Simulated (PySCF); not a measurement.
Vertical excitations of a molecule C6H10 from TDDFT-PBE/def2-SVPD run with PySCF, as energy in eV (oscillator strength): 5.23 (0.009), 5.72 (0.019), 6.19 (0.005), 6.50 (0.010), 6.71 (0.090), 6.82 (0.104), 6.99 (0.126), 7.09 (0.017), 7.12 (0.190), 7.27 (0.033). Lowest triplet (TDA): 4.33 eV. The structure is a stationary point at PBE0-D3(BJ)/def2-SVP. Other conformers were not sampled.

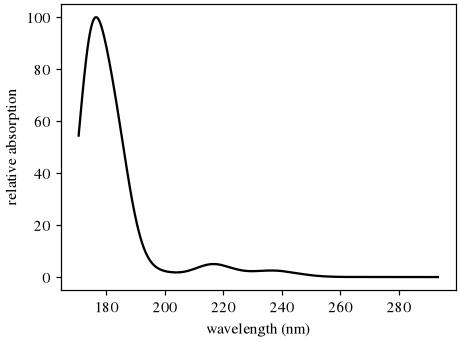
Fig. 1. The lines broadened by 0.4 eV.

### Question
Which structure fits?
A) C=C1CCCC1
B) C=CCCC=C
C) CC[C@@H]1C=CC1
D) C=CCC(=C)C

### Answer
D, C=CCC(=C)C
